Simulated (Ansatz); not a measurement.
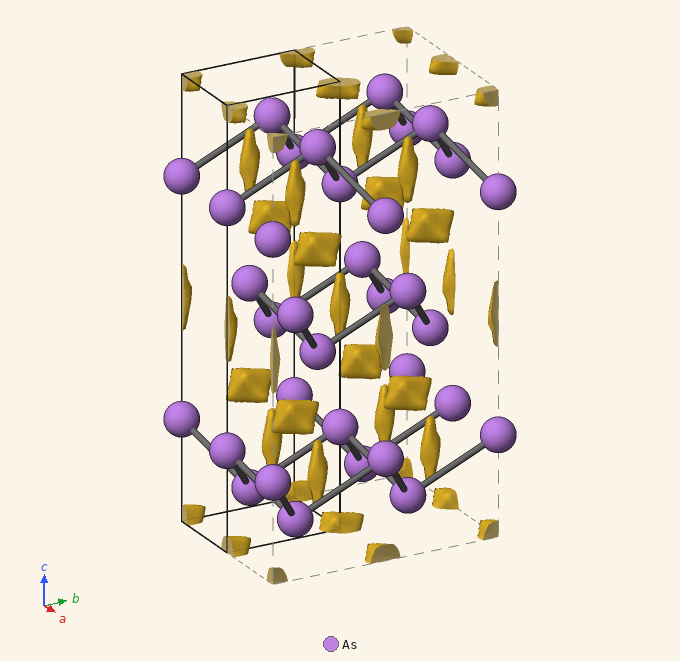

The yellow surface encloses the points that the centre of a probe sphere of radius 0.15 Å can occupy in As (R-3m), computed on a grid of about 0.16 Å (2×2×1 cells shown, view slightly off an axis; pale faces close the region where the box cuts it).

Hard-sphere model; van der Waals radii (Alvarez): As 1.88 Å.

The cell is taken from the end point of a relaxation in a fixed cell with DFT PBE+D3(BJ), scalar-relativistic, plane waves, PAW (Ansatz).

```
As
1.0
     3.76159    0.00000    0.00000
    -1.88080    3.25764    0.00000
     0.00000    0.00000   10.54219
As
6
Direct
  0.00000 0.00000 0.77166
  0.33333 0.66667 0.89501
  0.66667 0.33333 0.10499
  0.00000 0.00000 0.22834
  0.33333 0.66667 0.43833
  0.66667 0.33333 0.56167
```

Question: Describe the connectivity of the accessible space.

Answer: They are isolated pockets that do not connect across cells.

Question: What share of the cell can the probe's centre reach?

Answer: About 1.8 % of the volume (2.4 Å³ of 129.2 Å³).

Question: Give the largest included and the largest free sphere.

Answer: The largest sphere that fits anywhere has a diameter of 1.05 Å; the largest that can travel through the crystal, about 0.1 Å.

Question: How does the connectivity change as the probe shrinks?

Answer: Below a radius of about 0.07 Å the space forms a three-dimensional network. These are grid estimates, good to about 0.05 Å.
